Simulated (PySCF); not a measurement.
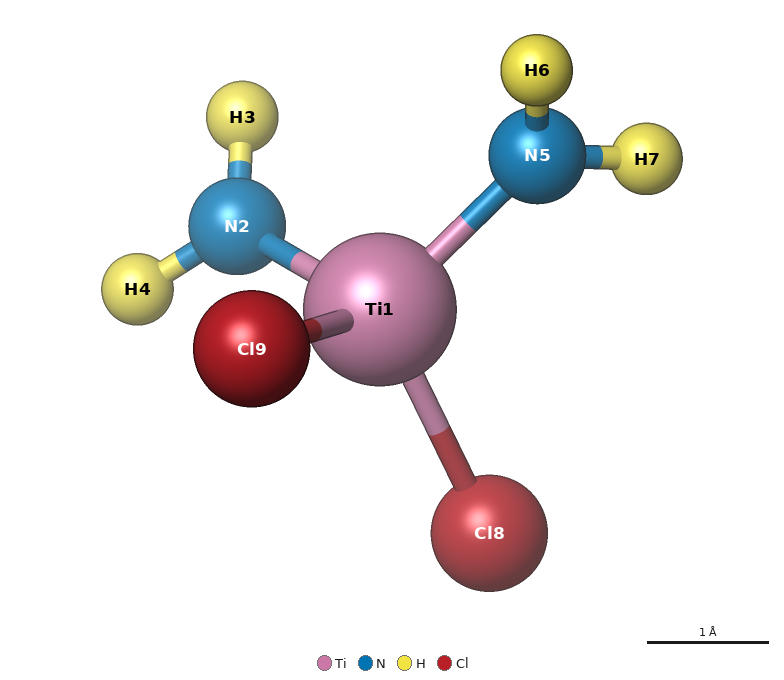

Orthographic view. Distant atoms are faded towards the background colour. Charge 0, singlet. Computed geometry: PBE0-D3(BJ)/def2-SVP optimisation. No frequency run is at hand to confirm it as a minimum.

Give the geometry as a Z-matrix, atoms in numerical order, with these reference atoms: 2 to 1; 3 to 2, 1; 4 to 2, 3, 1; 5 to 1, 2, 3; 6 to 5, 1, 2; 7 to 5, 6, 1; 8 to 1, 5, 6; 9 to 1, 5, 6.

```
Ti 
N    1   1.841
H    2   1.015   1   127.6
H    2   1.019   3   110.9   1   179.1
N    1   1.835   2   106.0   3    -0.8
H    5   1.018   1   124.2   2    95.0
H    5   1.018   6   111.1   1  -168.2
Cl   1   2.204   5   109.6   6  -146.7
Cl   1   2.202   5   109.9   6   -22.7
```
